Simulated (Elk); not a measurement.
**Bands of Cobalt in the lowest magnetic state tried**

Aim: the bands and densities of states of Cobalt in the lowest state of several starts.

Program: Elk 11.2.3 (patched build). Level of theory: PBE; all-electron APW+lo, Dirac cores, scalar-relativistic bands. Results are calculated unless marked as measured.

## (1) Starting point

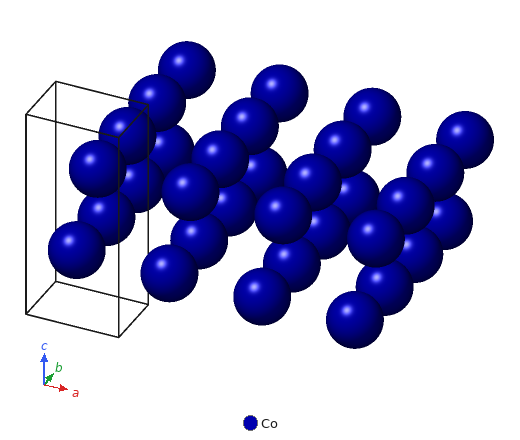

The cell as given, slightly off an axis (cobalt blue). 4×4×1 cells are drawn.

## (2) Ground-state run

Bands and densities of states are read from a converged potential, so the magnetic state comes first.

This is the lowest of the starts that converged (ferro ++).

The last three numbers of an atom's line are a seed field in its sphere. It points against the wanted moment and shrinks by the factor reducebf each loop.

elk.in reads:

```
tasks
  0
  33
  73

xctype
  20

rgkmax
  7.0

nempty
  8

swidth
  0.003675

reducebf
  0.5

epsengy
  1e-05

maxscl
  100

lmaxi
  3

spinpol
  .true.

sppath
  './'

avec
  4.73829928489 0.00000000000 0.00000000000
  -2.36914964244 4.10348755135 0.00000000000
  0.00000000000 0.00000000000 7.69099635461

atoms
  1
  'Co.in'
  2
  0.3333333333 0.6666666667 0.2500000000   0.000000 0.000000 -0.100000
  0.6666666667 0.3333333333 0.7500000000   0.000000 0.000000 -0.100000

ngridk
  18 18 10

plot3d
  0 0 0
  1 0 0
  0 1 0
  0 0 1
  13 13 21
```

Launch:

```sh
$ OMP_NUM_THREADS=4 elk
```

Numbers of over 12 decimals in the logs are rounded to 6 here.

What it wrote:

```text
Warning(init1): few empty states an atom for a second variation :    8.000000000
 they are its basis, with spin, DFT+U, afieldc (12 by default), in Hartree-Fock and RDMFT; 30 and more for pressures
Warning(gndstate): core states of species 1 leak from the muffin-tin :   0.6697228372E-03

--- INFO.OUT ---
┌─────────────────────────┐
│ Elk code version 11.2.3 │
└─────────────────────────┘

All units are atomic (Hartree, Bohr, etc.)

┌─────────────────────────────────────────────────┐
│ Ground-state run starting from atomic densities │
└─────────────────────────────────────────────────┘

Lattice vectors :
   4.738299285       0.000000000       0.000000000
  -2.369149642       4.103487551       0.000000000
   0.000000000       0.000000000       7.690996355

Species : 1 (Co)
 parameters loaded from : Co.in
 name : cobalt
 nuclear charge    :   -27.00000000
 electronic charge :    27.00000000
 atomic mass :    107428.6517
 muffin-tin radius :    2.334644196
 number of radial points in muffin-tin :    993
 inner part over the whole radius :   0.9921812145E-02
 number on inner part of muffin-tin    :    700
 approximate nuclear radius :   0.7243775530E-04
 number of mesh points to nuclear radius :    334
 atomic positions (lattice), magnetic fields (Cartesian) :
  1 :   0.33333333  0.16666667  0.25000000    0.00000000  0.00000000 -0.10000000
  2 :  -0.33333333 -0.16666667 -0.25000000    0.00000000  0.00000000 -0.10000000

Total number of atoms per unit cell :    2
Total muffin-tin volume :    106.6057705
 ratio of muffin-tin to unit cell volume :   0.7128899609

Spin treatment :
 spin-polarised
 global magnetic field (Cartesian) :    0.000000000       0.000000000       0.000000000
 collinear magnetisation in z-direction

Number of Bravais lattice symmetries :   24
Number of crystal symmetries         :   24
Crystal has inversion symmetry
Real symmetric eigensolver will be used

k-point grid :     18    18    10
k-point offset :    0.000000000       0.000000000       0.000000000
k-point set is reduced with full crystal symmetry group
Total number of k-points :      222

Muffin-tin radius times maximum |G+k| :    7.000000000
 using average radius
Maximum |G+k| for APW functions       :    2.998315551
Maximum (1/2)|G+k|²                   :    4.494948072
Maximum |G| for potential and density :    12.00000000
Constant for pseudocharge density :    7
 order of it for each species :   14
 order of it for pair densities of each species (exact exchange by exxq0 0: 14) :   10
Radial integration step length :    1

G-vector grid sizes :     20    20    30
Number of G-vectors :     4331

Maximum angular momentum used for
 APW functions            :    8
 outer part of muffin-tin :    6
 inner part of muffin-tin :    3

Number of empty states         :     16
Total number of valence states :     64
Total number of core states    :     24

Third-order local-orbitals added for an l without core states : T
Total number of local-orbitals :     44

Exchange-correlation functional :     20     0     0
 Perdew-Burke-Ernzerhof, Phys. Rev. Lett. 77, 3865 (1996)
 gradient requirement :    1
 generalised gradient approximation (GGA)

Smearing type :    3
 Fermi-Dirac
Smearing width :   0.3675000000E-02
Effective electronic temperature (K) :    1160.473216

Mixing type :    3
 Broyden mixing, J. Phys. A: Math. Gen. 17, L317 (1984)

Kohn-Sham potential initialised from atomic data

┌──────────────────────────────┐
│ Self-consistent loop started │
└──────────────────────────────┘

┌─────────────────┐
│ Loop number : 1 │
└─────────────────┘

Energies :
 Fermi                       :     0.209351
 sum of occupied eigenvalues :     -1612.4044856882
 electron kinetic            :      2824.8677771370
 core electron kinetic       :      2558.1827044423
 Coulomb                     :     -5492.9005584782
 Coulomb potential           :     -4282.0786970543
 nuclear-nuclear             :     -499.77031406297
 electron-nuclear            :     -5724.7176521077
 Hartree                     :      731.58740769252
 Madelung                    :     -3351.8612099510
 xc potential                :     -154.96838548326
 xc effective B-field        :    -0.167132
 external B-field            :      0.000000
 exchange                    :     -116.57601668282
 correlation                 :     -2.548870
 electron entropic           :    -0.23208897983767E-02
 total energy                :     -2787.1599891462
 (external B-field energy excluded from total)

Density of states at Fermi energy :    51.55993190
 (states/Hartree/unit cell)

Estimated indirect band gap :   0.1222755749E-03
 from k-point 194 to k-point 220
Estimated direct band gap   :   0.2005926064E-02
 at k-point 12

Charges :
 core                        :    24.00000000
 valence                     :    30.00000000
 interstitial                :    1.795084873
 muffin-tins (core leakage)
  species : 1 (Co)
   atom 1                    :    26.10245756     (  0.6902775035E-03)
   atom 2                    :    26.10245756     (  0.6902775035E-03)
 total in muffin-tins        :    52.20491513
 total calculated charge     :    53.99702102
 total charge                :    54.00000000
 error                       :   0.2978977695E-02

Moments :
 interstitial                :  -0.9554594451E-01
 muffin-tins
  species : 1 (Co)
   atom 1                    :    1.950219512
   atom 2                    :    1.950219512
 total in muffin-tins        :    3.900439024
 total moment                :    3.804893080

[... earlier loops left out ...]

┌──────────────────┐
│ Loop number : 17 │
└──────────────────┘

Energies :
 Fermi                       :     0.302506
 sum of occupied eigenvalues :     -1607.0561607527
 electron kinetic            :      2828.1551795234
 core electron kinetic       :      2558.2730909445
 Coulomb                     :     -5495.7017116140
 Coulomb potential           :     -4280.1617693155
 nuclear-nuclear             :     -499.77031406297
 electron-nuclear            :     -5732.2966641440
 Hartree                     :      736.36526659294
 Madelung                    :     -3355.6208269563
 xc potential                :     -154.92606252042
 xc effective B-field        :    -0.123508
 external B-field            :      0.000000
 exchange                    :     -116.84849643228
 correlation                 :     -2.549947
 electron entropic           :    -0.23049187907445E-02
 total energy                :     -2786.9472805377
 (external B-field energy excluded from total)

Density of states at Fermi energy :    50.60032132
 (states/Hartree/unit cell)

Estimated indirect band gap :   0.3741012659E-03
 from k-point 125 to k-point 100
Estimated direct band gap   :   0.2739250949E-02
 at k-point 194

Charges :
 core                        :    24.00000000
 valence                     :    30.00000000
 interstitial                :    1.689372004
 muffin-tins (core leakage)
  species : 1 (Co)
   atom 1                    :    26.15531400     (  0.6697228372E-03)
   atom 2                    :    26.15531400     (  0.6697228372E-03)
 total in muffin-tins        :    52.31062800
 total calculated charge     :    53.99705199
 total charge                :    54.00000000
 error                       :   0.2948009193E-02

Moments :
 interstitial                :  -0.1002813535
 muffin-tins
  species : 1 (Co)
   atom 1                    :    1.665774214
   atom 2                    :    1.665774214
 total in muffin-tins        :    3.331548427
 total moment                :    3.231267074

┌──────────────────────────────┐
│ Self-consistent loop stopped │
└──────────────────────────────┘

Warning : core states of species 1 leak from the muffin-tin :   0.6697228372E-03

Wrote STATE.OUT
```

Run time: 2.6 min. Hardware: 4 threads of Arm Neoverse V1, shared host; peak memory 0.26 GiB.

Spin moment in the muffin-tin sphere by atom:

```tsv
atom	spin moment in the muffin-tin sphere (μB)
Co1	1.67
Co2	1.67
```

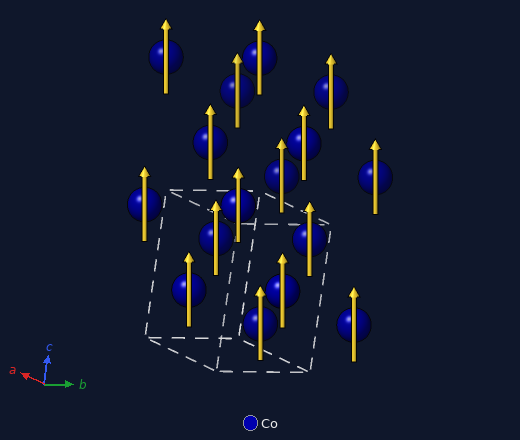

Spin moment in the muffin-tin sphere as arrows, the longest 1.67 μB. Up and down stand for the sign. Arrows give size and sign along the axis of quantisation, drawn up and down the page. 2×2×2 cells are drawn.

Numbers from this step:

| Item | Value |
| --- | --- |
| density of states at the Fermi level | 1.860 states/eV/cell |
| moment between the spheres | -0.1003 μB |
| magnetization | 3.231 μB |
| final state | ferromagnetic |

## (3) Levels along a path and on the mesh

The potential is kept. Point names follow a standard table for this cell's lattice and can differ from other conventions. The density of states is interpolated from the levels on the mesh (so its value at the Fermi level can differ from the smeared one of the ground-state run), and the bands are solved anew along a path of special points.

elk.in reads:

```
tasks
  10
  20
  15

xctype
  20

rgkmax
  7.0

nempty
  8

swidth
  0.003675

reducebf
  0.5

epsengy
  1e-05

maxscl
  100

lmaxi
  3

spinpol
  .true.

sppath
  './'

avec
  4.73829928489 0.00000000000 0.00000000000
  -2.36914964244 4.10348755135 0.00000000000
  0.00000000000 0.00000000000 7.69099635461

atoms
  1
  'Co.in'
  2
  0.3333333333 0.6666666667 0.2500000000   0.000000 0.000000 -0.000100
  0.6666666667 0.3333333333 0.7500000000   0.000000 0.000000 -0.000100

ngridk
  18 18 10

wplot
  300 60 1
  -0.35000 0.25000

plot1d
  7 84
  0.00000000 0.00000000 0.00000000
  0.50000000 0.00000000 0.00000000
  0.33333333 0.33333333 0.00000000
  0.00000000 0.00000000 0.00000000
  0.00000000 0.00000000 0.50000000
  0.50000000 0.00000000 0.50000000
  0.33333333 0.33333333 0.50000000
```

Launch:

```sh
$ OMP_NUM_THREADS=4 elk
```

What it wrote:

```text
┌─────────────────────────────────┐
│ Elk code version 11.2.3 started │
└─────────────────────────────────┘

Info(readinput): the functional depends on the density's gradient
 muffin-tin radial points multiplied by    2.00000
 (not where nrmtscf is given)

┌───────────────────┐
│ Current task : 10 │
└───────────────────┘
Info(checkmt): changed muffin-tin radius of species 1 (Co) from   2.4000 to   2.3346

Info(findsymcrys): atomic basis shift (lattice) :
   0.000000000      0.5000000000       0.000000000
See GEOMETRY.OUT for new atomic positions

Info(writedos):
 Total density of states written to TDOS.OUT

 Partial density of states written to PDOS_Sss_Aaaaa.OUT
 for all species and atoms

 Spin-quantisation axis :    0.000000000       0.000000000       1.000000000

 Eigenvalues of a random matrix symmetrised with the site
 symmetries in the Yₗₘ basis written to ELMIREP.OUT for all
 species and atoms. Degenerate eigenvalues correspond to
 irreducible representations of each site symmetry group

 Interstitial density of states written to IDOS.OUT

 Fermi energy is at zero in plots

 DOS units are states/Hartree/unit cell

┌───────────────────┐
│ Current task : 20 │
└───────────────────┘

Info(bandstr):
 Band structure plot written to BAND.OUT

 Fermi energy is at zero in plot

 Vertex location lines written to BANDLINES.OUT

┌───────────────────┐
│ Current task : 15 │
└───────────────────┘

Warning(init1): few empty states an atom for a second variation :    8.000000000
 they are its basis, with spin, DFT+U, afieldc (12 by default), in Hartree-Fock and RDMFT; 30 and more for pressures

Info(writelsj):
 muffin-tin L, S and J expectation values written to LSJ.OUT

┌──────────────────┐
│ Elk code stopped │
└──────────────────┘
```

Elapsed: 2.8 min, on 4 threads; peak memory 0.3 GiB.

The electronic bands at the labelled points (eV, zero at the Fermi level; # counts the bands kept):

```tsv
point	up #9	up #10	up #11	up #12	down #7	down #8	down #9	down #10
Γ	-1.90	-0.86	-0.86	-0.25	-0.56	-0.25	-0.12	-0.12
M	-0.63	-0.56	1.20	3.15	-0.62	1.16	1.29	1.32
K	-0.95	-0.86	4.34	5.11	-0.32	0.88	0.88	1.04
Γ	-1.90	-0.86	-0.86	-0.25	-0.56	-0.25	-0.12	-0.12
A	-1.15	-1.15	-1.14	-1.14	-0.98	-0.98	0.71	0.71
L	-0.61	-0.61	1.46	1.46	0.22	0.22	1.27	1.27
H	-0.79	-0.79	5.51	5.51	-0.17	-0.17	1.06	1.06
```

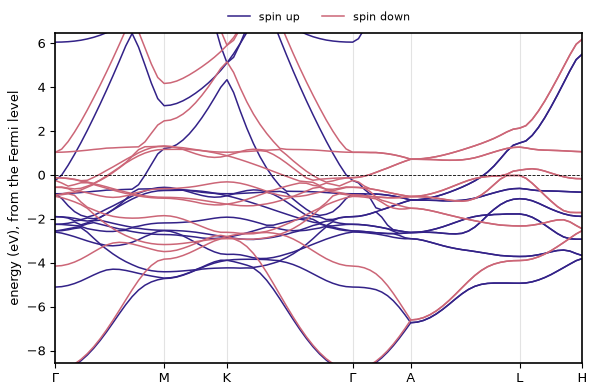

Electronic bands along the path; the two colours are the two spins.

The density of states has structure finer than the step of the table below, so its rows give means over 1 eV, whole bins alone (the curve runs from -9.52 to 6.75 eV). Peaks (eV: height): up -3.4: 2.48, -2.2: 3.45, -0.8: 4.66; down -2.1: 2.31, -0.7: 3.10, 1.1: 4.56; Co1 d up -3.4: 1.04, -2.2: 1.56, -0.8: 2.28; Co1 d down -2.1: 0.891, -0.6: 1.36, 1.1: 2.23.

The density of states by energy, zero at the Fermi level; means over each step; values in states/eV/cell:

```tsv
energy (eV)	up	down	Co1 d up	Co1 d down
-9	0.0112	0.00870	0	0
-8	0.0681	0.0639	3.0e-4	1.7e-4
-7	0.117	0.106	0.00260	0.00133
-6	0.202	0.157	0.0159	0.00578
-5	0.850	0.251	0.249	0.0244
-4	1.73	0.668	0.692	0.166
-3	2.21	1.24	0.962	0.454
-2	2.51	1.49	1.14	0.590
-1	2.73	2.52	1.32	1.10
0	0.339	1.62	0.124	0.747
1	0.306	2.46	0.0790	1.19
2	0.251	0.433	0.0526	0.165
3	0.233	0.306	0.0419	0.0920
4	0.216	0.260	0.0357	0.0641
5	0.163	0.223	0.0247	0.0481
6	0.0774	0.151	0.0118	0.0288
```

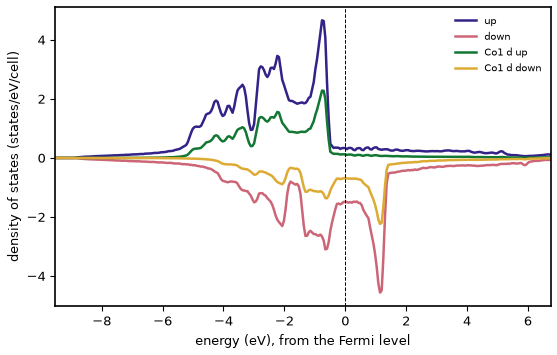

Density of states against energy. Down spins are drawn negative.

## (4) Outcome

| Quantity | Value |
| --- | --- |
| state | ferromagnetic |
| largest moment | 1.67 μB |

Right at the Fermi level (the table gives means over its steps) the density of states is 0.34 states/eV a cell for spin up and 1.5 for spin down. Within the window shown, the centres of the Co1 d states of the two spins lie 1.6 eV apart, a rough measure of the splitting of the spins. The state is the lowest of the starts that converged. These are Kohn–Sham levels without spin–orbit coupling.

[Logs and program files are shortened in this print: banners, set-up blocks, solver, clock and traceback lines can be left out without a mark of their own.]

[Logs are printed without paths, hosts, clocks, repeated set-up lines and the standing remarks that a program may print on its own settings, such as how far it seeks lower states.]

[Hosts, paths, dates, database ids (printed as entryN), source tags and the programs' standing remarks are cut or masked in the printed files.]

[Where a cell is said to come from a database of computed structures, the database is the Materials Project.]
